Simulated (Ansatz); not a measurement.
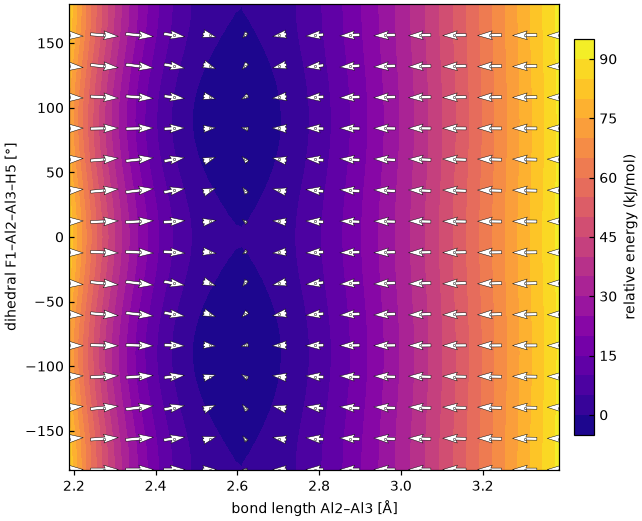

Energy landscape of Al2FH3, SMILES [F][AlH][AlH2]. First axis: bond length Al2–Al3. Second axis: dihedral F1–Al2–Al3–H5. Nothing is relaxed (all other coordinates rigid). The scan uses a 15 × 15 grid; 120 points were computed and 105 follow by symmetry. Points are written as (first, second). All energies are given in kJ/mol relative to the relaxed molecule at the same level. All numbers below come from Ansatz 0.2.0, RKS PBE0-D4/def2-TZVP.

Drawn: filled contours, dots at the grid points, arrows along the force (downhill), their lengths compressed. Between grid points the surface is interpolated. 

> Describe this landscape.

The lowest grid point is at (2.618 Å, −84°), −3.4 kJ/mol from the relaxed molecule at the same level; the map holds 2 wells of about this depth. No other kind of well shows on this grid. The highest grid point, (3.388 Å, −180°), lies 95 kJ/mol above the lowest. On the interpolated surface the easiest way out of the lowest well to a well of about the same depth near (2.618 Å, 84°) passes a barrier of about 3.6 kJ/mol, counted from the interpolated bottom of the well. Round the minimum the two coordinates are nearly uncoupled.

The input of one point:

```yaml
crystal:
  periodic: [false, false, false]
  atoms:
    - { symbol: F, position_ang: [-0.932857, -2.005981, 1.150274] }
    - { symbol: Al, position_ang: [-0.521501, -1.157652, -0.213939] }
    - { symbol: Al, position_ang: [0.544877, 1.206159, 0.145442] }
    - { symbol: H, position_ang: [-0.839628, -1.915536, -1.574668] }
    - { symbol: H, position_ang: [-0.376613, 2.484972, 0.374857] }
    - { symbol: H, position_ang: [2.120217, 1.424956, 0.144162] }
basis:
  gaussian: { orbitals: def2-TZVP }
hamiltonian:
  xc: pbe0
  dispersion: d4
output:
  forces: true
```

Time for the 120 points that were run: 7.1 min on 1 thread of Arm Neoverse V2, on a shared host.
